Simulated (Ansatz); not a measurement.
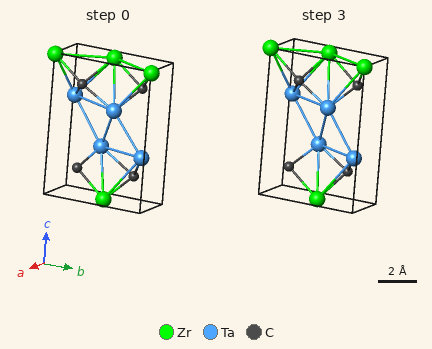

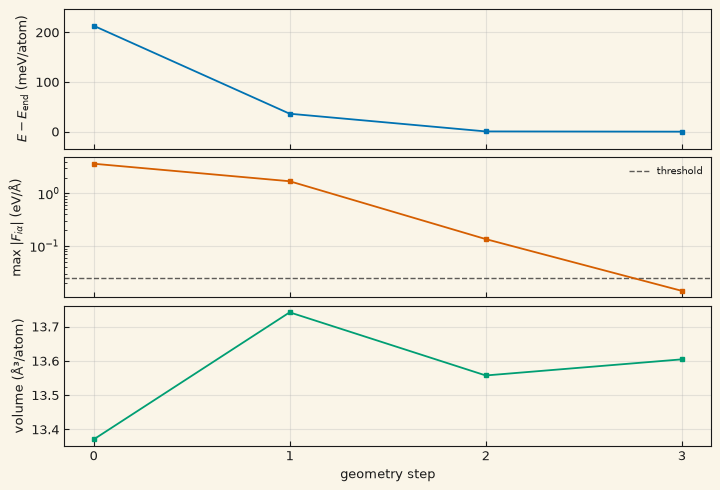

First and last geometry of a relaxation of crystalline ZrTa$_{2}$C$_{2}$ (a generated structure, set up in P1) (coarse preliminary run), with the history of the run. Style: ball-and-stick. Shown: the cell of the calculation, slightly off an axis.

All numbers below come from DFT PBE, scalar-relativistic, plane waves, PAW in Ansatz.

Input
```yaml
crystal:
  lattice:
    - [1.5455048055, 2.7564355867, 0.0048803018]
    - [-4.9052118779, 2.9115681384, 0.025995081]
    - [0.0194554297, -1.8353371064, 7.4130543788]
  atoms:
    - { symbol: Zr, position: [-0.0452250384, -0.002621711, -0.0121001943] }
    - { symbol: Zr, position: [0.5096707381, 0.5074049238, 0.0010824713] }
    - { symbol: Ta, position: [0.3202204439, 0.0899803604, 0.6706994345] }
    - { symbol: Ta, position: [0.8046956804, 0.6088148771, 0.658376726] }
    - { symbol: Ta, position: [0.2146533541, 0.3761596452, 0.339091206] }
    - { symbol: Ta, position: [0.6713972957, 0.8981584783, 0.3565136258] }
    - { symbol: C, position: [0.6035145515, 0.2337385347, 0.1927035171] }
    - { symbol: C, position: [0.0922494592, 0.7066262039, 0.164301219] }
    - { symbol: C, position: [0.9083539586, 0.284385786, 0.8112113189] }
    - { symbol: C, position: [0.4204695568, 0.7973529016, 0.8181206756] }
basis:
  ecutwfc: 420
kpoints:
  mp_grid: { grid: [8, 4, 8] }
hamiltonian:
  xc: pbe
scf:
  occupations: { method: gaussian, width: 0.2 }
  lower_state_search: "off"
output:
  forces: true
  stress: true
  eigenvalues: true
relax:
  adjacent_minimum: "off"
  f_tol: 0.025
  max_steps: 60
  cell: { stress_tol: 0.25 }
```

Launched with:
```bash
ansatz run input.yaml --threads 1 --pin off --max-ram 3072MiB --backend cpu --events-out ev --progress --plain --runs-dir out
```

> Read the history and describe the run.

The run was cut off at its time limit before the program reported convergence, but its last step already meets the force threshold: the largest component is 0.014 eV/Å against 0.025 eV/Å. The pressure is within 0.23 GPa of its target. The largest move relative to the cell is that of C8, 0.21 Å along [0 −1 3]. By element the largest moves are C 0.21 Å, Ta 0.16 Å, Zr 0.16 Å. The volume changes by +1.7 %, with a 3.160 → 3.201 Å (+1.3 %), b 5.704 → 5.537 Å (−2.9 %), c 7.637 → 7.898 Å (+3.4 %), α 96.9° → 96.7°, β 101.9° → 101.8°, γ 88.6° → 90.0°. Among the contacts that change: Zr1–Ta3 2.901 → 3.200 Å, Ta5–C7 1.929 → 2.180 Å, Zr1–C7 2.602 → 2.350 Å, Ta5–C8 2.417 → 2.180 Å. Among the angles between lasting bonds that change: Zr1–C8–Zr2 94.6° → 85.7°, Zr1–C9–Zr2 94.4° → 85.8°, Ta6–C8–Ta6 85.8° → 94.4°. The space group (tolerance 0.01 Å) goes from P1 (No. 1) to R-3m (No. 166). Over 3 geometry steps the energy falls by 214 meV per atom. Largest force component: 3.7 eV/Å at the start, 0.014 eV/Å at the end. The pressure goes from 9.85 to −0.23 GPa.

```tsv
step	E − E(0), meV/atom	largest force component, eV/Å	pressure, GPa	volume, Å³/atom
0	0.00	3.6712	9.85	13.371
1	-177.39	1.7065	-1.28	13.742
2	-213.08	0.1360	0.70	13.558
3	-213.56	0.0141	-0.23	13.605
```
